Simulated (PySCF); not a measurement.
## A study: C7H6, triplet, SMILES `[CH]c1ccccc1`

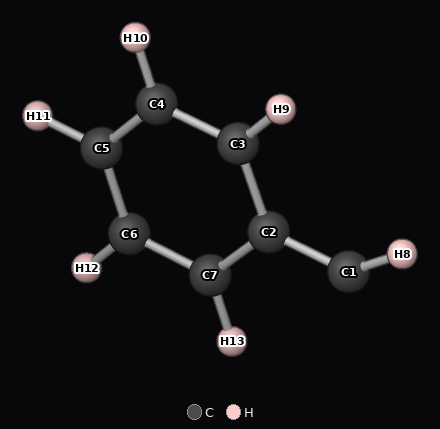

The molecule, with its atoms numbered as below. No frequency check shows the geometry to be a minimum.

Cartesian coordinates (Å):

```
C1      -2.4048    0.1428    0.0000
C2      -1.0587    0.0768    0.0000
C3      -0.3721   -1.1888    0.0000
C4       0.9950   -1.2416    0.0000
C5       1.7623   -0.0784    0.0000
C6       1.1270    1.1614    0.0000
C7      -0.2398    1.2485    0.0000
H8      -3.2047   -0.5618    0.0000
H9      -0.9643   -2.0913    0.0000
H10      1.4871   -2.2047    0.0000
H11      2.8396   -0.1391    0.0000
H12      1.7212    2.0641    0.0000
H13     -0.7323    2.2087    0.0000
```

### 1. Bonding charge

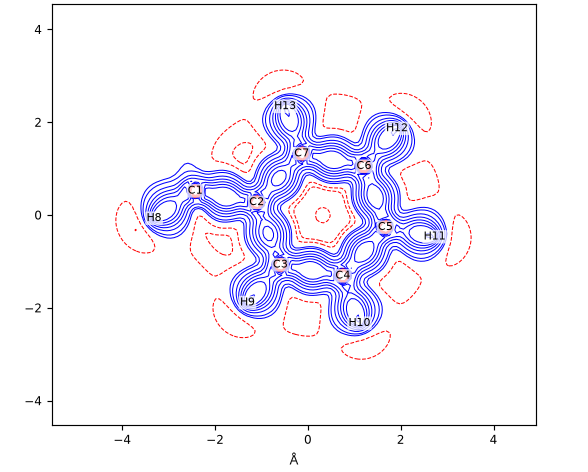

Deformation density (molecule less spherical, spin-averaged free atoms) in the molecular plane; contours at ±0.05 to ±0.8 e/Å³; solid blue lines: gain, dashed red lines: loss.

Method: HF/6-311G**; geometry: GFN2-xTB; program: PySCF. The stability of the open-shell solution wasn't checked. GFN2-xTB doesn't know the spin state, so this open-shell geometry is rough.

**Describe the bonding that the map shows.**

The five largest and four smallest: C1–C2: +0.79 e/Å³ at the bond critical point (bond length 1.35 Å, Mayer order 1.3). C3–C4: +0.78 e/Å³ at the bond critical point (bond length 1.37 Å, Mayer order 1.4). C6–C7: +0.77 e/Å³ at the bond critical point (bond length 1.37 Å, Mayer order 1.4). C5–C6: +0.74 e/Å³ at the bond critical point (bond length 1.39 Å, Mayer order 1.3). C4–C5: +0.74 e/Å³ at the bond critical point (bond length 1.39 Å, Mayer order 1.3). C1–H8: +0.72 e/Å³ at the bond critical point (bond length 1.07 Å, Mayer order 1.0). C4–H10: +0.72 e/Å³ at the bond critical point (bond length 1.08 Å, Mayer order 1.0). C2–C7: +0.68 e/Å³ at the bond critical point (bond length 1.43 Å, Mayer order 1.2). C2–C3: +0.66 e/Å³ at the bond critical point (bond length 1.44 Å, Mayer order 1.2). In all, 3.3 electrons gather in the regions of gain relative to the promolecule.

**Where do the Hirshfeld charges lie?**

The highest Hirshfeld charge is on H8 (+0.06 e), the lowest on C4 (−0.06 e).

```json
{"atom": "C1", "charge (e)": "−0.05"}
{"atom": "C2", "charge (e)": "−0.04"}
{"atom": "C3", "charge (e)": "−0.04"}
{"atom": "C4", "charge (e)": "−0.06"}
{"atom": "C5", "charge (e)": "−0.05"}
{"atom": "C6", "charge (e)": "−0.06"}
{"atom": "C7", "charge (e)": "−0.04"}
{"atom": "H8", "charge (e)": "+0.06"}
{"atom": "H9", "charge (e)": "+0.06"}
{"atom": "H10", "charge (e)": "+0.06"}
{"atom": "H11", "charge (e)": "+0.06"}
{"atom": "H12", "charge (e)": "+0.06"}
{"atom": "H13", "charge (e)": "+0.06"}
```

### 2. Local ionisation energy

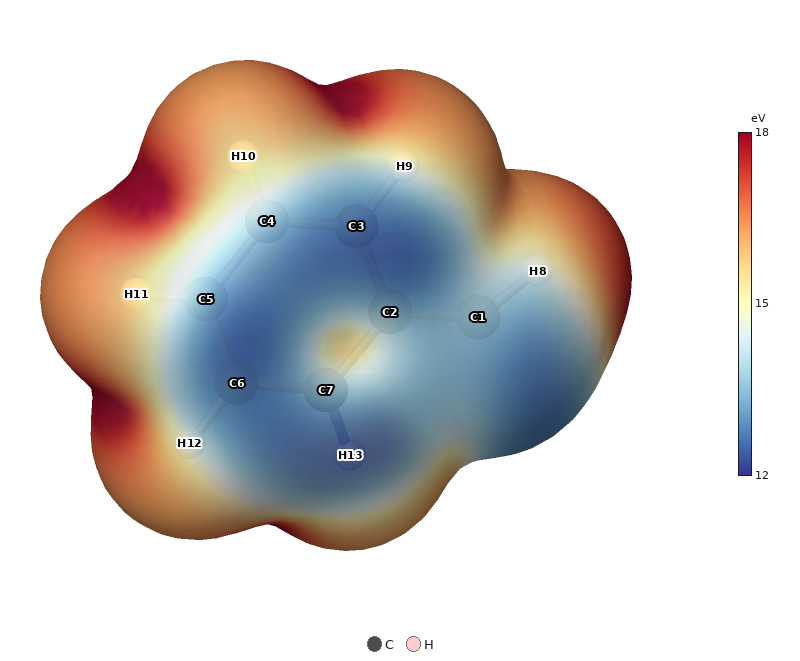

Average local ionisation energy on the surface of electron density 0.001 a.u.

**Locate the minima of the map.**

The lowest value is 12.4 eV, off the molecular plane, over C7 (2.0 Å), and at like points elsewhere. Further minima include 12.4 eV, off the molecular plane, over C3 (2.1 Å), and at like points elsewhere. For comparison, the highest occupied orbital lies at −8.6 eV.

**What volume does the surface enclose, and what is the dipole moment?**

About 134 Å³; the dipole moment is 0.6 D.

### 3. Spin density

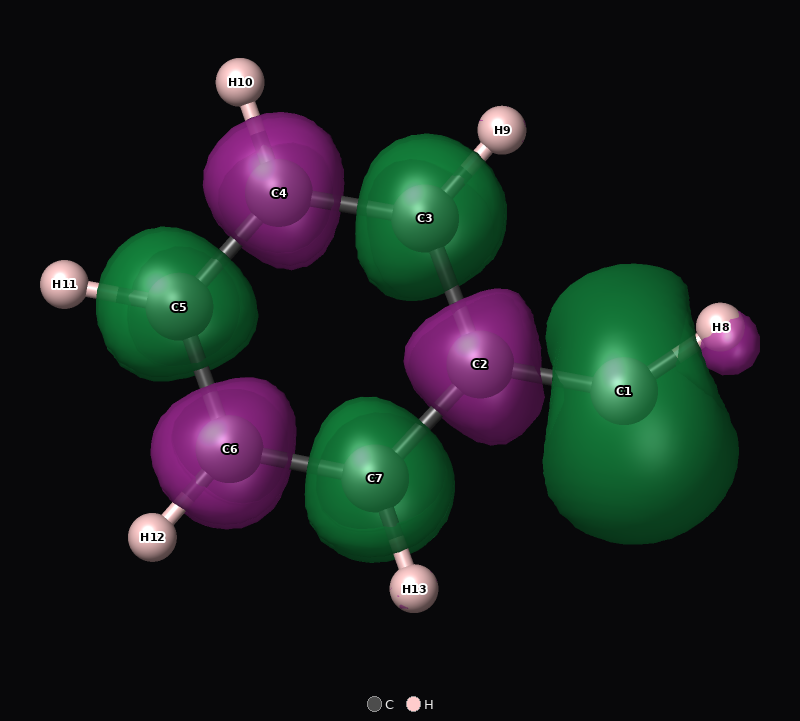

Spin density ρα − ρβ at ±0.05 e/Å³ (green: excess α, purple: excess β).

**Give the atomic spin populations that go with this picture.**

Hirshfeld spin populations: C1 +1.43, C3 +0.40, C7 +0.38, C5 +0.35 and H8 +0.08. Spin polarisation leaves negative spin on C6 (−0.27), C4 (−0.27) and C2 (−0.13). ⟨S²⟩ = 2.61, against 2.00 for a pure state. The picture also shows regions of β spin from spin polarisation; the Hirshfeld sums, whose atoms overlap, net them against the α spin of neighbours.

### 4. In an electric field

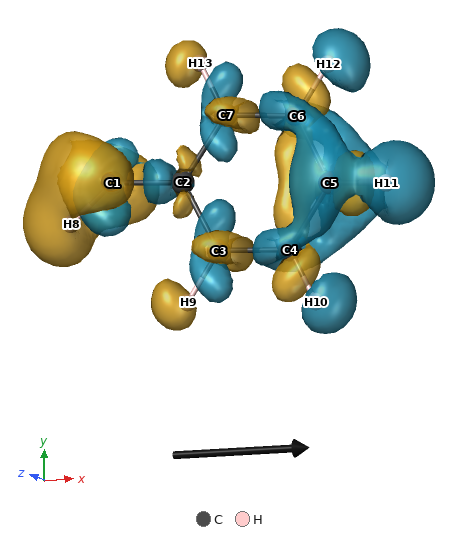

Change of the electron density in a uniform field of 0.51 V/Å along +x (arrow), surfaces at ±0.005 e/Å³ (yellow: gain, teal: loss).

Computed with PySCF, PBE0/def2-SVPD, geometry: GFN2-xTB. The stability of the open-shell solution wasn't checked. GFN2-xTB doesn't know the spin state, so this open-shell geometry is rough.

**How large is the response?**

The induced dipole is 2.88 D (along the field); α along this axis, from the fields in both directions, is 113 bohr³ (16.7 Å³).

**Which atoms gain and lose the most charge?**

Electrons gather most on C1 (Hirshfeld charge changes by −0.053 e) and leave C5 most (+0.032 e); 0.183 electrons are displaced in all.

The PySCF runs shown took 4.9 s and 110 s on 1 thread of Intel(R) Xeon(R) Platinum 8488C (Sapphire Rapids), on a shared host.
